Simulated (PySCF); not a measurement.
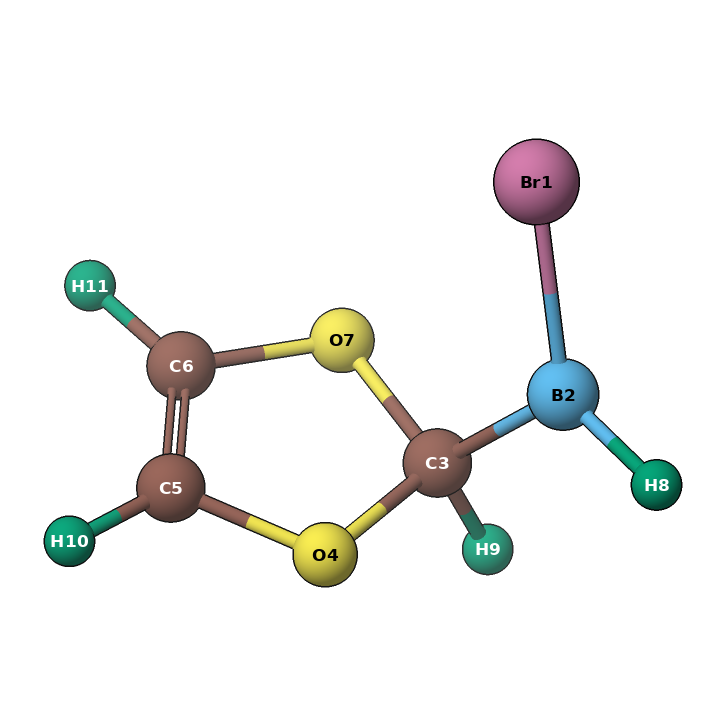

The computed structure is the end point of a GFN2-xTB optimisation. No frequency run is at hand to confirm it as a minimum. Level of theory: B3LYP/pcJ-1 (pcSseg-1 on Br) indirect spin-spin coupling, non-relativistic, gas phase (PySCF 2.14.0). Isotopes: 11B, 13C, 1H, 17O.

Give the spin–spin coupling constants of these pairs, with the number of bonds between them: B2/H8, B2/O7, B2/H9, B2/C5, B2/C6.

```csv
pair,bonds apart,J (Hz)
"B2, H8",1,169.7
"B2, O7",2,−5.1
"B2, H9",2,14.0
"B2, C5",3,0.9
"B2, C6",3,0.7
```

The geometry is semi-empirical. Around B, Br such bond lengths and angles can be off by a tenth of an ångström or more and by several degrees, and values that hang on the shape move with them.
